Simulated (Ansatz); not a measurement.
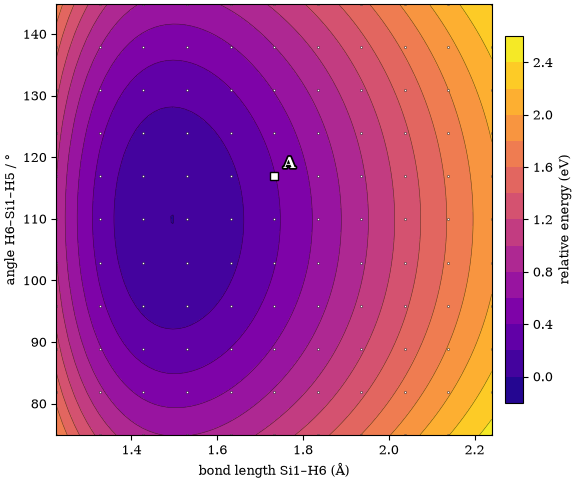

H₆Si₂Te, SMILES [SiH3][Te][SiH3]. First axis: bond length Si1–H6. Second axis: angle H6–Si1–H5. Nothing is relaxed (all other coordinates rigid). The scan uses an 11 × 11 grid. Energies: eV, counted from the relaxed molecule at the same level. The reference is spin-restricted, which grows unreliable where a bond is stretched far. Method: RKS PBE0-D4/def2-SVP in Ansatz.

The picture shows filled contours, dots at the grid points, the point A. Between grid points the surface is interpolated.

**Is A at rest? If not, where is it pushed?**

A, at bond length Si1–H6 = 1.732 Å, angle H6–Si1–H5 = 116.9°, is not a stationary point. The computed force is 2.5 eV for each Å towards smaller values of bond length Si1–H6 and 0.0079 eV for each degree towards smaller values of angle H6–Si1–H5.
